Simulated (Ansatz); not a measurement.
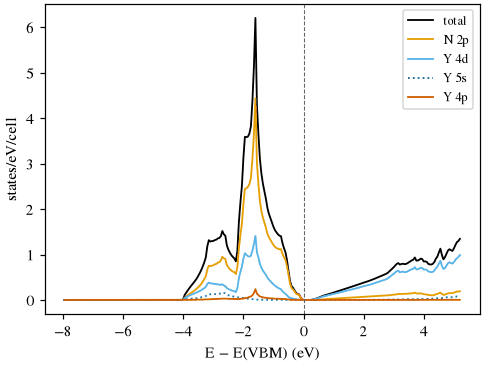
Figure. Total and projected density of states of YN (rock salt, Fm-3m), DFT-PBE in the program Ansatz with PAW potentials

Task: Which orbitals carry the states next to the gap?

Result: Top 1 eV of the valence band: N 2p 80 %, Y 4d 16 %. Bottom 1 eV of the conduction band: Y 4d 82 %, N 2p 17 %. Projections are on Löwdin-orthogonalised atomic valence shells; empty p or d shells of many metals are not among them.

Task: Where is the tallest occupied peak in this window, and what makes it?

Result: Near -1.6 eV, about 6.2 states/eV per cell; the largest projected share is N 2p.

The cell was relaxed with PBE under the symmetry of its start. No spin polarisation was allowed. Spin–orbit coupling is left out wherever it is not named.

Potentials: the later of the program's two PAW sets.
